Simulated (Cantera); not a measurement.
Input: 1 mol B₂H₆, 3.7 mol H₂O, 2.2 mol H₂, 0.2 mol O₂, equilibrated at 0.960 bar.

Cantera equilibrium calculation (NASA polynomials, part measured and part estimated; ideal gas, pure solids and liquids). Candidate condensed phases: B, B₂O₃, B₃O₃H₃, H₂O; 23 gas species. The feed counts by its element totals alone. Gases not in the tables: H₃BO₃. Rates play no part.

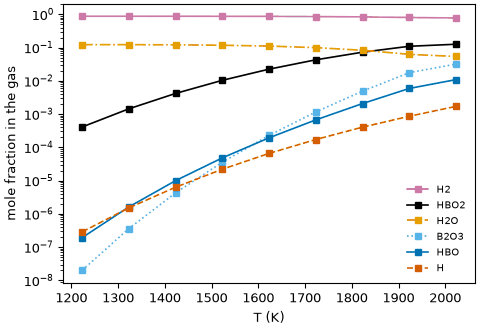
Equilibrium gas composition (values under 1e-9 drawn at 1e-9)

Task: Read off the mole fractions at 1223 K.

Result: H₂ about 0.88, H₂O about 0.12, HBO₂ about 0.00041, H about 2.9e-7, HBO about 1.9e-7, B₂O₃ about 2.0e-8.
